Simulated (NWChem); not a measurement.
# BNH3O2 (SMILES [NH]B(O)O): levels of theory compared

Wanted: a comparison of 6 runs (UHF/STO-3G, UHF/3-21G, UB3LYP/6-31G*, UB2PLYP/6-31G**, UBLYP/def2-SVP) of BNH3O2. 

The calculation is run with NWChem 7.3.0.

## (1) The structure to begin with

BNH3O2: 7 atoms, total charge 0, spin state doublet. SMILES: `[NH]B(O)O`. The shape is that of a GFN2-xTB optimisation. This is one conformer, not always the lowest.

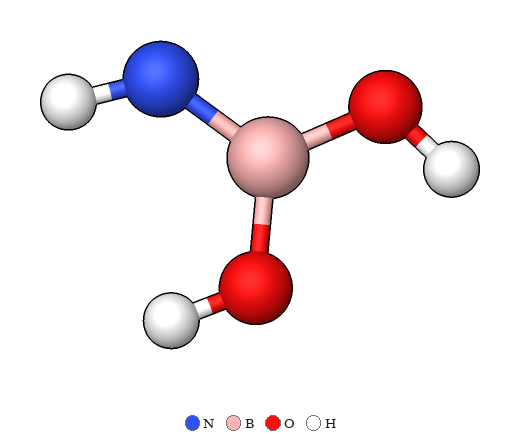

Viewed from a chosen angle; nitrogen blue, boron pink, oxygen red, hydrogen white.

## (2) Energy and forces at UHF/STO-3G (run 1)

Contents of run.nw:

```
echo
start run
memory total 2200 mb
charge 0

geometry units angstrom noautosym nocenter noautoz
   N       -1.116280       0.804320       0.195980
   B        0.015570      -0.017880       0.248010
   O        0.512540      -0.409930       1.440310
   O        0.640190      -0.440400      -0.908460
   H       -1.599330       1.175880      -0.600300
   H        1.285420      -0.968400       1.358580
   H        0.261890      -0.143590      -1.734110
end

basis spherical bse
   * library STO-3G
end

scf
   nopen 1
   uhf
   thresh 1e-08
   maxiter 80
end

task scf gradient
```

Launch:

```bash
$ nwchem run.nw > run.out
```

The log of the run:

```text
[...]
  functions       =    23
[...]
  wavefunction    = UHF
[...]
         Total SCF energy =   -227.593472925526
      One electron energy =   -530.567500710786
      Two electron energy =    194.227897709765
 Nuclear repulsion energy =    108.746130075495
                       Sz =      0.5000
                 Sz(Sz+1) =      0.7500
                      S^2 =      0.7570
[...]
                         UHF ENERGY GRADIENTS
    atom               coordinates                        gradient
                 x          y          z           x          y          z
   1 N      -2.109463   1.519944   0.370348    0.055588  -0.038123  -0.069608
   2 B       0.029423  -0.033788   0.468671   -0.054669   0.038076   0.051313
   3 O       0.968560  -0.774655   2.721791    0.030748  -0.022183  -0.005346
   4 O       1.209784  -0.832235  -1.716740   -0.028495   0.022013  -0.046185
   5 H      -3.022295   2.222091  -1.134403    0.002660  -0.003235   0.041151
   6 H       2.429092  -1.830011   2.567344   -0.025780   0.018477   0.008212
   7 H       0.494900  -0.271346  -3.276993    0.019948  -0.015026   0.020463
[...]
```

It took 7.5 s on 1 thread of Intel Xeon Platinum 8252C at 3.80GHz (Skylake/Cascade Lake), shared host; peak memory 0.099 GiB.

## (3) Energy and gradient at UHF/3-21G (run 2)

Contents of bh3no2.nw:

```
start bh3no2
title "BH3NO2 gradient"
memory total 2200 mb
charge 0
geometry noautosym nocenter noautoz
 N       -1.116280       0.804320       0.195980
 B        0.015570      -0.017880       0.248010
 O        0.512540      -0.409930       1.440310
 O        0.640190      -0.440400      -0.908460
 H       -1.599330       1.175880      -0.600300
 H        1.285420      -0.968400       1.358580
 H        0.261890      -0.143590      -1.734110
end
basis "ao basis" spherical bse
 * library 3-21G
end
scf
 doublet
 uhf
 thresh 1e-08
 maxiter 80
 print medium
end
task scf gradient
```

Launch:

```bash
$ nwchem bh3no2.nw > bh3no2.out
```

The log of the run:

```text
[...]
  functions       =    42
[...]
  wavefunction    = UHF
[...]
         Total SCF energy =   -229.406799245416
      One electron energy =   -530.643943798708
      Two electron energy =    192.491014477796
 Nuclear repulsion energy =    108.746130075495
                       Sz =      0.5000
                 Sz(Sz+1) =      0.7500
                      S^2 =      0.7552
[...]
                         UHF ENERGY GRADIENTS
    atom               coordinates                        gradient
                 x          y          z           x          y          z
   1 N      -2.109463   1.519944   0.370348    0.056974  -0.040173  -0.021143
   2 B       0.029423  -0.033788   0.468671   -0.026313   0.018231   0.019571
   3 O       0.968560  -0.774655   2.721791   -0.005810   0.004426  -0.009819
   4 O       1.209784  -0.832235  -1.716740   -0.012876   0.009542   0.000528
   5 H      -3.022295   2.222091  -1.134403   -0.002608   0.001284   0.009076
   6 H       2.429092  -1.830011   2.567344   -0.008646   0.006404  -0.005985
   7 H       0.494900  -0.271346  -3.276993   -0.000721   0.000285   0.007773
[...]
```

It took 5.4 s on 1 thread of Intel Xeon Platinum 8252C at 3.80GHz (Skylake/Cascade Lake), shared host; peak memory 0.099 GiB.

Runs 3 to 5 aren't shown in full; the table further down has their settings and results.

## (4) Energy and forces at UBLYP/def2-SVP (run 6)

Contents of run.py:

```python
from ase import Atoms
from ase.calculators.nwchem import NWChem

system = Atoms(['N', 'B', 'O', 'O', 'H', 'H', 'H'], positions=[
    [-1.116280, 0.804320, 0.195980],
    [0.015570, -0.017880, 0.248010],
    [0.512540, -0.409930, 1.440310],
    [0.640190, -0.440400, -0.908460],
    [-1.599330, 1.175880, -0.600300],
    [1.285420, -0.968400, 1.358580],
    [0.261890, -0.143590, -1.734110],
])

calc = NWChem(
    label='test',
    theory='dft',
    memory='2200 mb',
    basis='def2-SVP',
    basispar='spherical bse',
    dft={'xc': 'becke88 lyp', 'mult': '2', 'grid': 'xfine', 'convergence': 'energy 1e-08', 'iterations': '100', 'mulliken': None},
)
system.calc = calc

forces = system.get_forces()
print(f"energy = {system.get_potential_energy():.6f} eV")
print("forces (eV/A):")
for s, f in zip(system.symbols, forces):
    print(f"{s:2s} {f[0]:10.5f} {f[1]:10.5f} {f[2]:10.5f}")
```

Launch:

```bash
$ export ASE_NWCHEM_COMMAND="nwchem PREFIX.nwi > PREFIX.nwo"
$ python run.py
```

The log of the run:

```text
energy = -6304.056102 eV
forces (eV/A):
N    -1.71045    1.17633    2.17726
B     0.65692   -0.42742   -1.68016
O    -0.44202    0.29218    1.06783
O     1.33440   -0.98036    0.35044
H    -0.12974    0.13035   -1.21613
H     0.77586   -0.55896   -0.12223
H    -0.48496    0.36782   -0.57701
```

The calculator wrote test.nwi:

```
title "test"

permanent_dir test

scratch_dir test

start test

geometry units angstrom nocenter noautosym noautoz
  N  -1.1162799999999999e+00 8.0432000000000003e-01 1.9597999999999999e-01
  B  1.5570000000000001e-02 -1.7880000000000000e-02 2.4801000000000001e-01
  O  5.1254000000000000e-01 -4.0993000000000002e-01 1.4403100000000000e+00
  O  6.4019000000000004e-01 -4.4040000000000001e-01 -9.0846000000000005e-01
  H  -1.5993299999999999e+00 1.1758800000000000e+00 -6.0029999999999994e-01
  H  1.2854200000000000e+00 -9.6840000000000004e-01 1.3585799999999999e+00
  H  2.6189000000000001e-01 -1.4359000000000000e-01 -1.7341100000000000e+00
end

memory 2200 mb

basis spherical bse noprint
   * library def2-SVP
end

dft
  xc becke88 lyp
  mult 2
  grid xfine
  convergence energy 1e-08
  iterations 100
  mulliken
end

task dft gradient
```

test.nwo:

```text
Northwest Computational Chemistry Package (NWChem) 7.3.0
             --------------------------------------------------------

           Job information
           ---------------

    nwchem branch   = 7.3.0
    use scalapack   = T
    input           = test.nwi
    prefix          = test.
    data base       = test/test.db
    status          = startup
    nproc           =        1

           Memory information
           ------------------

    heap     =     72089594 doubles =      550.0 Mbytes
    stack    =     72089599 doubles =      550.0 Mbytes
    global   =    144179200 doubles =     1100.0 Mbytes (distinct from heap & stack)
    total    =    288358393 doubles =     2200.0 Mbytes
    verify   = yes
    hardfail = no

[... 122 lines left out ...]
          Convergence on energy requested:  1.00D-08
[... 23 lines left out ...]
          Convergence Information
[... 30 lines left out ...]
 1-e energy   =    -528.621327
[... 72 lines left out ...]
      One electron energy =     -532.420449751692
[... 8 lines left out ...]
                    DFT Final Alpha Molecular Orbital Analysis
[... 1139 lines left out ...]
          Convergence on gradient requested:  5.00D-04
[... 24 lines left out ...]
          total energy or number of iterations.
[... 38 lines left out ...]
                 ----------------------------------------
                 |  Time  |  1-e(secs)   |  2-e(secs)   |
                 ----------------------------------------
                 |  CPU   |       0.00   |       1.31   |
                 ----------------------------------------
                 |  WALL  |       0.00   |       1.31   |
                 ----------------------------------------

 Task  times  cpu:       92.6s     wall:       92.6s
 Total times  cpu:       92.6s     wall:       92.6s
```

Run time: 94 s. Hardware: 1 thread of Intel Xeon Platinum 8252C at 3.80GHz (Skylake/Cascade Lake), shared host; peak memory 0.14 GiB.

## (5) All runs side by side

```
run                                  level  iteration cap  module  energy (Eh)  dipole moment (D)  HOMO energy (eV)  LUMO energy (eV)  wall time
  1                             UHF/STO-3G             80     scf  -227.593473               2.49             -8.12              5.80      7.5 s
  2                              UHF/3-21G             80     scf  -229.406799               3.46            -10.70              2.16      5.4 s
  3    UB3LYP/6-31G* (spherical functions)            100     dft  -231.884362               2.78             -6.66             -3.70       32 s
  4    UB3LYP/6-31G* (Cartesian functions)            100     dft  -231.888511               2.78             -6.68             -3.72       32 s
  5  UB2PLYP/6-31G** (spherical functions)            100     dft  -231.684209               2.82             -8.56             -1.39       35 s
  6                         UBLYP/def2-SVP            100     dft  -231.669791               2.66             -5.19             -4.70       94 s
```

## (6) Summary of results

```
                                 quantity          value
                      run 6: total energy  -231.66979 Eh
                     run 6: dipole moment         2.66 D
run 6: HOMO energy (highest over α and β)       -5.19 eV
 run 6: LUMO energy (lowest over α and β)       -4.70 eV
                              run 6: ⟨S²⟩          0.752
          run 6: largest force on an atom     3.008 eV/Å
```

What this shows: The dipole moment (its size) runs from 2.49 D (UHF/STO-3G) to 3.46 D (UHF/3-21G). Totals of different functionals can't be ranked against each other. In run 1 the basis is minimal, so the values are rough. All runs together took 3.4 min, the longest 94 s.
